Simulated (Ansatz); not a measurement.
**Ge(OEt)2Me2 (C6H16GeO2): single points with varied inputs**

Aim: run Ge(OEt)2Me2 (C6H16GeO2) under a spread of inputs, and see what each costs and gives.

The runs use Ansatz 0.2.0, Gaussian basis; the settings change from run to run.

## 1. The geometry

The geometry comes from an earlier relaxation with PBE-D4/def2-SVP; it is a stationary point, not always the lowest conformer.

25 atoms, charge 0, spin multiplicity 1.

Atoms are counted from 1 here; the program's logs count them from 0.

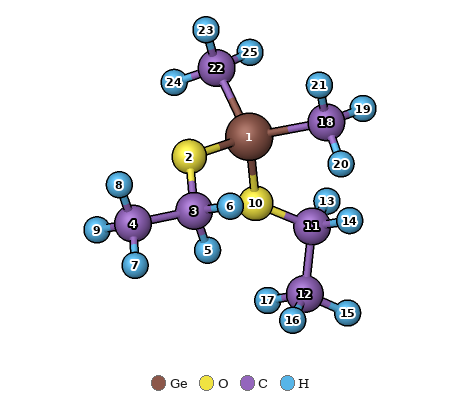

The geometry (germanium brown, oxygen yellow, carbon purple, hydrogen blue); atoms are numbered from 1 in the order of the file.

## 2. wB97X/cc-pVDZ

in.yaml reads:

```yaml
crystal:
  periodic: [false, false, false]
  atoms:
    - {symbol: Ge, position_ang: [-1.038353, -0.301740, -0.184163]}
    - {symbol: O, position_ang: [-0.676404, -0.356793, 1.576967]}
    - {symbol: C, position_ang: [0.352371, 0.467867, 2.110555]}
    - {symbol: C, position_ang: [0.645970, 0.028137, 3.536477]}
    - {symbol: H, position_ang: [1.277193, 0.395348, 1.489927]}
    - {symbol: H, position_ang: [0.043930, 1.543876, 2.104186]}
    - {symbol: H, position_ang: [1.435783, 0.659822, 3.992003]}
    - {symbol: H, position_ang: [-0.266655, 0.101848, 4.161944]}
    - {symbol: H, position_ang: [0.985820, -1.026838, 3.552592]}
    - {symbol: O, position_ang: [0.556034, -0.653126, -0.965260]}
    - {symbol: C, position_ang: [1.011848, -0.016300, -2.145706]}
    - {symbol: C, position_ang: [2.532842, -0.078511, -2.191567]}
    - {symbol: H, position_ang: [0.589823, -0.519212, -3.052314]}
    - {symbol: H, position_ang: [0.680770, 1.050611, -2.200376]}
    - {symbol: H, position_ang: [2.920655, 0.371745, -3.128407]}
    - {symbol: H, position_ang: [2.972458, 0.465670, -1.330412]}
    - {symbol: H, position_ang: [2.876327, -1.131747, -2.138816]}
    - {symbol: C, position_ang: [-1.671940, 1.480200, -0.712607]}
    - {symbol: H, position_ang: [-1.930473, 1.511547, -1.789232]}
    - {symbol: H, position_ang: [-0.900265, 2.248137, -0.509620]}
    - {symbol: H, position_ang: [-2.577708, 1.725756, -0.124249]}
    - {symbol: C, position_ang: [-2.277462, -1.775102, -0.474098]}
    - {symbol: H, position_ang: [-3.191657, -1.627727, 0.132588]}
    - {symbol: H, position_ang: [-1.791937, -2.721003, -0.167678]}
    - {symbol: H, position_ang: [-2.558968, -1.842445, -1.542736]}
basis:
  gaussian: {orbitals: cc-pVDZ}
hamiltonian: {xc: {name: wB97X}}
output: {forces: true}
```

The run is started by

```console
ansatz run in.yaml --threads 2 --pin off --events-out ev --progress --plain --max-ram 22528MiB --backend cuda --devices 0, --max-vram 18GiB
```

Log (excerpt; [...] marks lines left out):

```text
Functional definition: wB97X
  name "wB97X"
  cite "Chai & Head-Gordon, J. Chem. Phys. 128, 084106 (2008) doi:10.1063/1.2834918"
  cite "Becke, J. Chem. Phys. 107, 8554 (1997) doi:10.1063/1.475007"
[...]
  # The coefficients of nought are those of the uniform gas.
[...]
      + exact_x_lr(omega)
[...]
      + integral(e_c_pw_opposite_spin*poly(b97_u_opposite, 1, cos1, cos2, cos3, cos4))
2054 factors; integrals over basis functions are off by at most 1.3e-3 eV
686 factors; integrals over basis functions are off by at most 4.7e-6 eV
[...]
mean field -67095.10837302 eV, -2465.6997540105 hartree, gradient 2.2e-5 eV, S^2 0.000000; 0 other end points of the search recorded, 0 dependent functions left out
[...]
reference -67095.10832779 eV, -2465.6997523485 hartree; 50, 50 occupied and 169, 169 virtual orbitals, 2054 factors
Total energy: -67095.10832779 eV, -2465.6997523485 hartree
Atom 0 at    -1.038353    -0.301740    -0.184163 Å, force    -0.041743     0.029277    -0.014089 eV/Å
Atom 1 at    -0.676404    -0.356793     1.576967 Å, force     0.118610     0.143219    -0.072575 eV/Å
Atom 2 at     0.352371     0.467867     2.110555 Å, force     0.108281     0.165084    -0.101131 eV/Å
Atom 3 at     0.645970     0.028137     3.536477 Å, force    -0.010521    -0.075443     0.130879 eV/Å
Atom 4 at     1.277193     0.395348     1.489927 Å, force    -0.259223    -0.024878     0.149855 eV/Å
[...]
Atom 9 at     0.556034    -0.653126    -0.965260 Å, force    -0.072839     0.127857    -0.076438 eV/Å
Atom 10 at     1.011848    -0.016300    -2.145706 Å, force    -0.109348     0.092785    -0.222934 eV/Å
Atom 11 at     2.532842    -0.078511    -2.191567 Å, force     0.123558    -0.045669     0.045331 eV/Å
Atom 12 at     0.589823    -0.519212    -3.052314 Å, force     0.122999     0.111002     0.304132 eV/Å
Atom 13 at     0.680770     1.050611    -2.200376 Å, force     0.086447    -0.283479     0.073945 eV/Å
Atom 14 at     2.920655     0.371745    -3.128407 Å, force    -0.110715    -0.104020     0.225767 eV/Å
Atom 15 at     2.972458     0.465670    -1.330412 Å, force    -0.132999    -0.134607    -0.218454 eV/Å
Atom 16 at     2.876327    -1.131747    -2.138816 Å, force    -0.111386     0.272936    -0.017010 eV/Å
Atom 17 at    -1.671940     1.480200    -0.712607 Å, force     0.034199    -0.082204     0.037036 eV/Å
Atom 18 at    -1.930473     1.511547    -1.789232 Å, force     0.057104    -0.008607     0.240240 eV/Å
Atom 19 at    -0.900265     2.248137    -0.509620 Å, force    -0.170906    -0.166647    -0.046519 eV/Å
Atom 20 at    -2.577708     1.725756    -0.124249 Å, force     0.200594    -0.048857    -0.137315 eV/Å
Atom 21 at    -2.277462    -1.775102    -0.474098 Å, force     0.049387     0.038816    -0.004544 eV/Å
Atom 22 at    -3.191657    -1.627727     0.132588 Å, force     0.206720    -0.033617    -0.141146 eV/Å
Atom 23 at    -1.791937    -2.721003    -0.167678 Å, force    -0.116552     0.220300    -0.073749 eV/Å
Atom 24 at    -2.558968    -1.842445    -1.542736 Å, force     0.053754     0.007821     0.242477 eV/Å
Dipole moment:    -0.196257     0.288681    -0.313920 e Å
```

Wall time 3.2 s (1 × H100 (card shared with other runs) with 2 threads of AMD EPYC 7R13, shared host); peak host memory 0.98 GiB.

Largest force 0.346 eV/Å, dipole 2.25 D.

## 3. r2SCAN0/def2-mTZVPP

This run has the search for lower states set to full.

in.yaml, as its differences from that of step 2:

```diff
@@ -29,4 +29,5 @@
 basis:
-  gaussian: {orbitals: cc-pVDZ}
-hamiltonian: {xc: {name: wB97X}}
+  gaussian: {orbitals: def2-mTZVPP}
+hamiltonian: {xc: {name: r2SCAN0}}
+scf: {lower_state_search: full}
 output: {forces: true}
```

The command is unchanged.

Log:

```text
Functional definition: r2SCAN0
  name "r2SCAN0"
  cite "Bursch, Neugebauer, Ehlert & Grimme, J. Chem. Phys. 156, 134105 (2022) doi:10.1063/5.0086040"
  cite "Furness, Kaplan, Ning, Perdew & Sun, J. Phys. Chem. Lett. 11, 8208 (2020) doi:10.1021/acs.jpclett.0c02405"
  cite "Furness, Kaplan, Ning, Perdew & Sun, J. Phys. Chem. Lett. 11, 9248 (2020) doi:10.1021/acs.jpclett.0c03077"
  parent r2scan
  parameter a = 0.25
  parameter k0 = 0.174
  parameter k1 = 0.065
  parameter a1 = 4.9479
  exchange = (1 - a)*r2scan_x(k0 = k0, k1 = k1, a1 = a1) + a*exact_x
  correlation = r2scan_c
2596 factors; integrals over basis functions are off by at most 1.3e-3 eV
mean field evaluation 1: about -67075.4716 eV, gradient 9.2e1 eV
mean field evaluation 2: about -67075.9145 eV, gradient 9.2e1 eV
mean field evaluation 4: about -67091.9110 eV, gradient 2.1e1 eV
mean field evaluation 8: about -67092.6765 eV, gradient 1.4e0 eV
mean field evaluation 16: about -67092.6787 eV, gradient 4.3e-4 eV
mean field -67092.67873207 eV, -2465.6104663525 hartree, gradient 8.2e-6 eV, S^2 0.000000; 0 other end points of the search recorded, 0 dependent functions left out
the calculation of the forces begins
reference -67092.67874359 eV, -2465.6104667757 hartree; 50, 50 occupied and 228, 228 virtual orbitals, 2596 factors
Total energy: -67092.67874359 eV, -2465.6104667757 hartree
Atom 0 at    -1.038353    -0.301740    -0.184163 Å, force     0.526290    -0.035288     0.232682 eV/Å
Atom 1 at    -0.676404    -0.356793     1.576967 Å, force     0.158847     0.277349    -0.520624 eV/Å
Atom 2 at     0.352371     0.467867     2.110555 Å, force     0.251091     0.357639    -0.201835 eV/Å
Atom 3 at     0.645970     0.028137     3.536477 Å, force    -0.003659    -0.164911     0.313440 eV/Å
Atom 4 at     1.277193     0.395348     1.489927 Å, force    -0.588643    -0.019081     0.375194 eV/Å
Atom 5 at     0.043930     1.543876     2.104186 Å, force     0.112210    -0.708749     0.003186 eV/Å
Atom 6 at     1.435783     0.659822     3.992003 Å, force    -0.464580    -0.355556    -0.302962 eV/Å
Atom 7 at    -0.266655     0.101848     4.161944 Å, force     0.546213    -0.029881    -0.396573 eV/Å
Atom 8 at     0.985820    -1.026838     3.552592 Å, force    -0.199181     0.643062    -0.030911 eV/Å
Atom 9 at     0.556034    -0.653126    -0.965260 Å, force    -0.482306     0.332068    -0.022614 eV/Å
Atom 10 at     1.011848    -0.016300    -2.145706 Å, force    -0.232361     0.219158    -0.405997 eV/Å
Atom 11 at     2.532842    -0.078511    -2.191567 Å, force     0.326722    -0.072861     0.082677 eV/Å
Atom 12 at     0.589823    -0.519212    -3.052314 Å, force     0.263085     0.263127     0.632587 eV/Å
Atom 13 at     0.680770     1.050611    -2.200376 Å, force     0.202320    -0.674945     0.125814 eV/Å
Atom 14 at     2.920655     0.371745    -3.128407 Å, force    -0.262736    -0.258125     0.550425 eV/Å
Atom 15 at     2.972458     0.465670    -1.330412 Å, force    -0.295998    -0.329844    -0.532826 eV/Å
Atom 16 at     2.876327    -1.131747    -2.138816 Å, force    -0.233822     0.650884    -0.043137 eV/Å
Atom 17 at    -1.671940     1.480200    -0.712607 Å, force    -0.081648     0.248271    -0.061066 eV/Å
Atom 18 at    -1.930473     1.511547    -1.789232 Å, force     0.155813    -0.013400     0.640701 eV/Å
Atom 19 at    -0.900265     2.248137    -0.509620 Å, force    -0.464176    -0.456120    -0.124870 eV/Å
Atom 20 at    -2.577708     1.725756    -0.124249 Å, force     0.534606    -0.132469    -0.351343 eV/Å
Atom 21 at    -2.277462    -1.775102    -0.474098 Å, force    -0.162278    -0.226819    -0.048546 eV/Å
Atom 22 at    -3.191657    -1.627727     0.132588 Å, force     0.535103    -0.096489    -0.362485 eV/Å
Atom 23 at    -1.791937    -2.721003    -0.167678 Å, force    -0.296778     0.560624    -0.188319 eV/Å
Atom 24 at    -2.558968    -1.842445    -1.542736 Å, force     0.155866     0.022358     0.637402 eV/Å
Dipole moment:    -0.163162     0.297129    -0.307687 e Å
```

Wall time 2.8 s (1 × H100 (card shared with other runs) with 2 threads of AMD EPYC 7R13, shared host); peak host memory 1 GiB.

Largest force 0.734 eV/Å, dipole 2.20 D.

## 4. r2SCANh/def2-mTZVPP

in.yaml, as its differences from that of step 3:

```diff
@@ -30,4 +30,4 @@
   gaussian: {orbitals: def2-mTZVPP}
-hamiltonian: {xc: {name: r2SCAN0}}
-scf: {lower_state_search: full}
+hamiltonian: {xc: {name: r2SCANh}}
+scf: {omitted_lower_state_checks: [starts]}
 output: {forces: true}
```

Same command.

Log (excerpt; [...] marks lines left out):

```text
Functional definition: r2SCANh
  name "r2SCANh"
  cite "Bursch, Neugebauer, Ehlert & Grimme, J. Chem. Phys. 156, 134105 (2022) doi:10.1063/5.0086040"
  cite "Furness, Kaplan, Ning, Perdew & Sun, J. Phys. Chem. Lett. 11, 8208 (2020) doi:10.1021/acs.jpclett.0c02405"
  cite "Furness, Kaplan, Ning, Perdew & Sun, J. Phys. Chem. Lett. 11, 9248 (2020) doi:10.1021/acs.jpclett.0c03077"
  parent r2scan
[...]
2596 factors; integrals over basis functions are off by at most 1.3e-3 eV
[...]
mean field -67093.66207552 eV, -2465.6466035578 hartree, gradient 3.5e-5 eV, S^2 0.000000; 0 other end points of the search recorded, 0 dependent functions left out
[...]
reference -67093.66208882 eV, -2465.6466040465 hartree; 50, 50 occupied and 228, 228 virtual orbitals, 2596 factors
Total energy: -67093.66208882 eV, -2465.6466040465 hartree
[...]
Atom 16 at     2.876327    -1.131747    -2.138816 Å, force    -0.197855     0.554763    -0.038798 eV/Å
Atom 17 at    -1.671940     1.480200    -0.712607 Å, force    -0.092146     0.268045    -0.070597 eV/Å
Atom 18 at    -1.930473     1.511547    -1.789232 Å, force     0.132238    -0.007813     0.545560 eV/Å
Atom 19 at    -0.900265     2.248137    -0.509620 Å, force    -0.397525    -0.388640    -0.108102 eV/Å
Atom 20 at    -2.577708     1.725756    -0.124249 Å, force     0.454585    -0.110325    -0.299839 eV/Å
Atom 21 at    -2.277462    -1.775102    -0.474098 Å, force    -0.172226    -0.239912    -0.038082 eV/Å
Atom 22 at    -3.191657    -1.627727     0.132588 Å, force     0.452655    -0.085754    -0.309343 eV/Å
Atom 23 at    -1.791937    -2.721003    -0.167678 Å, force    -0.255620     0.475749    -0.161980 eV/Å
Atom 24 at    -2.558968    -1.842445    -1.542736 Å, force     0.133620     0.019275     0.544468 eV/Å
Dipole moment:    -0.159917     0.288228    -0.298900 e Å
Checks for a lower state left out: starts
```

Run time: 2.8 s. Hardware: 1 × H100 (card shared with other runs) with 2 threads of AMD EPYC 7R13, shared host; peak host memory 0.99 GiB.

Largest force 0.623 eV/Å, dipole 2.14 D.

## 5. LC-wPBE/6-31G*

in.yaml, as its differences from that of step 4:

```diff
@@ -29,4 +29,4 @@
 basis:
-  gaussian: {orbitals: def2-mTZVPP}
-hamiltonian: {xc: {name: r2SCANh}}
+  gaussian: {orbitals: "6-31G*"}
+hamiltonian: {xc: {name: LC-wPBE}}
 scf: {omitted_lower_state_checks: [starts]}
```

The command is unchanged.

Log (excerpt; [...] marks lines left out):

```text
Functional definition: LC-wPBE
  name "LC-wPBE"
  cite "Vydrov & Scuseria, J. Chem. Phys. 125, 234109 (2006) doi:10.1063/1.2409292"
  cite "Heyd & Scuseria, J. Chem. Phys. 120, 7274 (2004) doi:10.1063/1.1668634"
  cite "Ernzerhof & Perdew, J. Chem. Phys. 109, 3313 (1998) doi:10.1063/1.476928"
  cite "Perdew, Burke & Ernzerhof, Phys. Rev. Lett. 77, 3865 (1996) doi:10.1103/PhysRevLett.77.3865"
  parent pbe
[...]
2347 factors; their error is unknown
749 factors; integrals over basis functions are off by at most 1.3e-5 eV
[...]
mean field -67075.77448692 eV, -2464.9892468015 hartree, gradient 5.1e-5 eV, S^2 0.000000; 0 other end points of the search recorded, 0 dependent functions left out
[...]
reference -67075.77448693 eV, -2464.9892468018 hartree; 50, 50 occupied and 137, 137 virtual orbitals, 2347 factors
Total energy: -67075.77448693 eV, -2464.9892468018 hartree
[...]
Atom 16 at     2.876327    -1.131747    -2.138816 Å, force    -0.191526     0.511161    -0.034094 eV/Å
Atom 17 at    -1.671940     1.480200    -0.712607 Å, force    -0.002405    -0.015217     0.013876 eV/Å
Atom 18 at    -1.930473     1.511547    -1.789232 Å, force     0.118983    -0.019511     0.503248 eV/Å
Atom 19 at    -0.900265     2.248137    -0.509620 Å, force    -0.365285    -0.362323    -0.090571 eV/Å
Atom 20 at    -2.577708     1.725756    -0.124249 Å, force     0.419895    -0.111644    -0.275119 eV/Å
Atom 21 at    -2.277462    -1.775102    -0.474098 Å, force     0.002464    -0.000506    -0.017313 eV/Å
Atom 22 at    -3.191657    -1.627727     0.132588 Å, force     0.425094    -0.067894    -0.282178 eV/Å
Atom 23 at    -1.791937    -2.721003    -0.167678 Å, force    -0.226827     0.455851    -0.144093 eV/Å
Atom 24 at    -2.558968    -1.842445    -1.542736 Å, force     0.121687     0.020316     0.494292 eV/Å
Dipole moment:    -0.170871     0.325940    -0.328129 e Å
Checks for a lower state left out: starts
```

It took 2 s on 1 × H100 (card shared with other runs) with 2 threads of AMD EPYC 7R13, shared host; peak host memory 0.91 GiB.

Largest force 0.621 eV/Å, dipole 2.37 D.

## 6. The runs in one table

```tsv
level	charge	multiplicity	geometry	functions	energy (eV)	time
wB97X/cc-pVDZ	0	1	relaxed	219	-67095.108	3.2 s
r2SCAN0/def2-mTZVPP	0	1	relaxed	278	-67092.679	2.8 s
r2SCANh/def2-mTZVPP	0	1	relaxed	278	-67093.662	2.8 s
LC-wPBE/6-31G*	0	1	relaxed	187	-67075.774	2 s
```

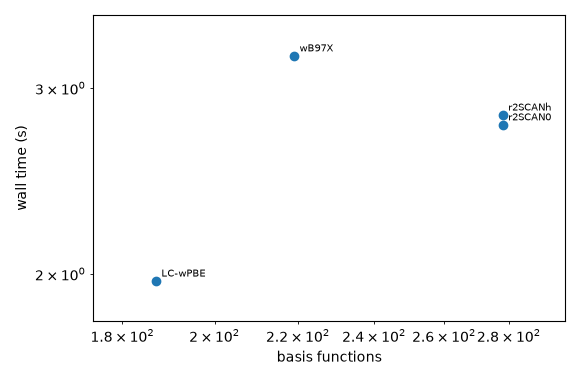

Wall time against the number of basis functions (shared host).

## 7. Summary of results

| quantity | value |
| --- | --- |
| runs | 4 |
| quickest | LC-wPBE/6-31G*, 2 s |
| slowest | wB97X/cc-pVDZ, 3.2 s |
| spread of total energies, same state and geometry | 19.3 eV |
| dipole, same state and geometry | 2.14 to 2.37 D |

The times lie within a factor of two. The totals spread over 19 eV; they can't be compared across methods or bases. At the PBE-D4/def2-SVP geometry and in the same state, the sound runs without point charges leave forces up to 0.73 eV/Å (r2SCAN0/def2-mTZVPP). At that geometry and state the dipole changes by 11 % between the lowest and highest value.
